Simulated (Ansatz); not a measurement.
# CH2NSn (SMILES N#[C][SnH2]): U-r2SCAN/def2-SVPD (core potential)

Aim: the electronic atomisation energy of CH2NSn at U-r2SCAN/def2-SVPD (core potential), from 5 runs. 

The results are computed with Ansatz 0.2.0.

60 further runs of the same task are left out: 60 set aside as unsound or not needed. Runs told in other sessions of the task aren't counted.

**1. Starting point**

CH2NSn: 5 atoms, total charge 0, spin state doublet. As SMILES, `N#[C][SnH2]`. Geometry: relaxed at PBE0-D4/def2-TZVP.

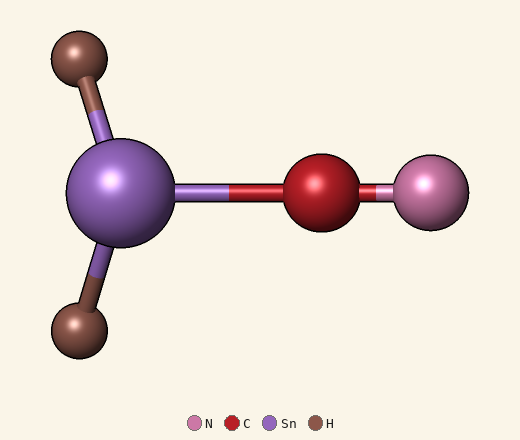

Viewed from a chosen angle; nitrogen pink, carbon red, tin purple, hydrogen brown.

**2. A single-point energy at U-r2SCAN/def2-SVPD (core potential)**

Input file in.yaml:

```yaml
crystal:
  periodic: [false, false, false]
  atoms:
    - {symbol: "N", position_ang: [0.833800, -1.535700, 1.665600]}
    - {symbol: C, position_ang: [0.506000, -0.851500, 0.796000]}
    - {symbol: Sn, position_ang: [0.009600, 0.331100, -0.886300]}
    - {symbol: H, position_ang: [-1.648500, 0.038200, -1.184000]}
    - {symbol: H, position_ang: [0.349000, 1.944400, -0.432600]}
basis:
  gaussian: {orbitals: def2-SVPD}
hamiltonian: {xc: {name: r2SCAN}}
total_charge: 0
magnetization: {spin_polarized: true, initial_magnetization: 1}
output: {orbitals: {seedname: orbitals}}
accuracy: high
```

Started as:

```
$ ansatz run in.yaml --threads 1 --pin off --max-ram 3480MiB --events-out events.jsonl --progress --plain --runs-dir runs
```

What it wrote:

```text
Warning: RAYON_NUM_THREADS=1 ignored (pool sized by the plan → 1); use --threads N
Functional definition: r2SCAN
  name "r2SCAN"
  parameter k0 = 0.174
  parameter k1 = 0.065
  parameter a1 = 4.9479
  exchange = r2scan_x(k0 = k0, k1 = k1, a1 = a1)
  correlation = r2scan_c
1938 factors; integrals over basis functions are off by at most 2.8e-9 eV
mean field evaluation 1: about -8382.2057 eV, gradient 3.1e1 eV
mean field evaluation 2: about -8323.9523 eV, gradient 9.5e1 eV
mean field evaluation 4: about -8386.5984 eV, gradient 1.5e1 eV
mean field evaluation 8: about -8387.6257 eV, gradient 1.5e-1 eV
mean field evaluation 16: about -8387.6259 eV, gradient 1.7e-4 eV
mean field -8387.62590207 eV, -308.2395665641 hartree, gradient 5.4e-8 eV, S^2 0.753331; 0 other end points of the search recorded, 0 dependent functions left out
reference -8387.62590599 eV, -308.2395667082 hartree; 19, 18 occupied and 69, 70 virtual orbitals, 1938 factors
Total energy: -8387.62590599 eV, -308.2395667082 hartree
```

It took 19 s on 1 thread of Arm Neoverse V2, shared host; peak memory 0.41 GiB.

**3. The C atom**

Input file input.yaml:

```yaml
crystal:
  periodic: [false, false, false]
  atoms:
    - symbol: C
      position_ang: [0.000000, 0.000000, 0.000000]
basis:
  gaussian: {orbitals: def2-SVPD}
magnetization: {spin_polarized: true, initial_magnetization: 2}
hamiltonian: {xc: {name: r2SCAN}}
accuracy: high
```

Run the same way, it converges to -37.78828 Eh (log not shown).

**4. The H atom, same level**

Input file run.yaml:

```yaml
crystal:
  periodic: [false, false, false]
  atoms:
    - {symbol: H, position_ang: [0.000000, 0.000000, 0.000000]}
basis:
  gaussian:
    orbitals: def2-SVPD
hamiltonian:
  xc: {name: r2SCAN}
magnetization:
  spin_polarized: true
  initial_magnetization: 1
accuracy: high
```

Run the same way, it converges to -0.49921 Eh (log not shown).

**5. The N atom, same level**

Input file input.yaml:

```yaml
crystal:
  periodic: [false, false, false]
  atoms:
    - {symbol: N, position_ang: [0.000000, 0.000000, 0.000000]}
basis:
  gaussian: {orbitals: def2-SVPD}
magnetization: {spin_polarized: true, initial_magnetization: 3}
hamiltonian: {xc: {name: r2SCAN}}
accuracy: high
```

Run the same way, it converges to -54.51625 Eh (log not shown).

**6. The Sn atom at the same level**

Input file in.yaml:

```yaml
crystal:
  periodic: [false, false, false]
  atoms:
    - {symbol: Sn, position_ang: [0.000000, 0.000000, 0.000000]}
basis:
  gaussian: {orbitals: def2-SVPD}
magnetization: {spin_polarized: true, initial_magnetization: 2}
hamiltonian: {xc: r2scan}
accuracy: high
```

Run the same way, it converges to -214.32622 Eh (log not shown).

**7. What came out**

At U-r2SCAN/def2-SVPD (core potential):

| quantity | value |
| --- | --- |
| molecule: total energy | -308.23957 Eh |
| molecule: HOMO energy (highest over α and β) | -6.38 eV |
| molecule: LUMO energy (lowest over α and β) | -4.53 eV |
| molecule: ⟨S²⟩ | 0.753 |
| C atom: total energy | -37.78828 Eh |
| C atom: ⟨S²⟩ | 2.006 |
| H atom: total energy | -0.49921 Eh |
| H atom: ⟨S²⟩ | 0.750 |
| N atom: total energy | -54.51625 Eh |
| N atom: ⟨S²⟩ | 3.756 |
| Sn atom: total energy | -214.32622 Eh |
| Sn atom: ⟨S²⟩ | 2.005 |
| electronic atomisation energy | 16.610 eV |

**Reading.** Taking the molecule apart into free atoms costs 16.61 eV (1603 kJ/mol), before zero-point energy and without spin-orbit coupling.
